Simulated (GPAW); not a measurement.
# Surface energy and work function of W(100) from slabs of 4 to 14 layers (PBE)

How do energy and work function of W(100) films settle with thickness, and what surface energy follows?

**Method.** GPAW 26.7.0, plane waves at 450 eV with PAW setups; symmetric 1×1 slabs cut at the tabulated lattice constant (two decimals; low-temperature values for the alkali metals), atoms at bulk places, 7.5 Å of vacuum on each side, one in-plane mesh for all thicknesses, Fermi-Dirac smearing of 0.1 eV. Energies are extrapolated to zero smearing and count from the program's reference atoms. Functional PBE. The cell's area is 9.986 Å².

The runs, one held back:

| layers | energy (eV) | work function (eV) |
| --- | --- | --- |
| 4 | −40.9307 | 4.18 |
| 5 | −52.5767 | 4.24 |
| 6 | −64.1640 | 4.21 |
| 7 | −75.7485 | 4.21 |
| 8 | −87.2969 | 4.22 |
| 9 | −98.8816 | 4.22 |
| 10 | −110.4546 | 4.23 |
| 11 | −122.0289 | 4.22 |
| 12 | −133.5992 | 4.23 |
| 14 | ? | ? |

Q: What surface energy do these runs give, and what energy and work function should the 14-layer slab have?

**Working.** A slab of n layers has E(n) = nε + 2Aγ once its middle is bulk-like. A line through n = 6 to 12 has the slope ε = −11.5723 eV a layer and the intercept 2Aγ = 5.2686 eV (r.m.s. residual 6.5 meV). So γ = 5.2686 / (2 × 9.986 Å²) = 0.2638 eV/Å² = 4.23 J/m², with a standard error of about 0.01 J/m² from the scatter about the line. For 14 layers: 5.2686 + 14 × (−11.5723) = −156.743 eV; the run gives −156.745 eV, 1.7 meV under the line. The work function has no such law: from 6 to 12 layers it moves between 4.21 and 4.23 eV (mean 4.22), and the 14-layer slab gives 4.22 eV. The thinnest slab, 4 layers, lies −0.04 eV from that mean. The measured value for this face is 4.65 eV (“Anisotropic work function of elemental crystals” (2019, arxiv:1902.07811)), for a face that reconstructs.

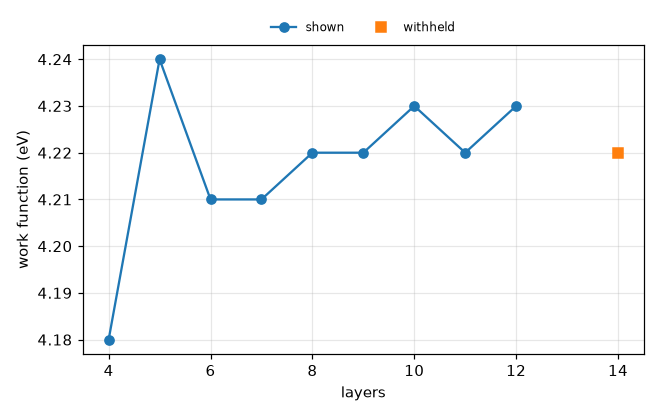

Work function against thickness.

**Limits.** The surfaces are unrelaxed, so γ is an upper bound for this functional and lattice constant. The tabulated lattice constant isn't the functional's own, which strains the slab a little. Spin-orbit coupling is left out.
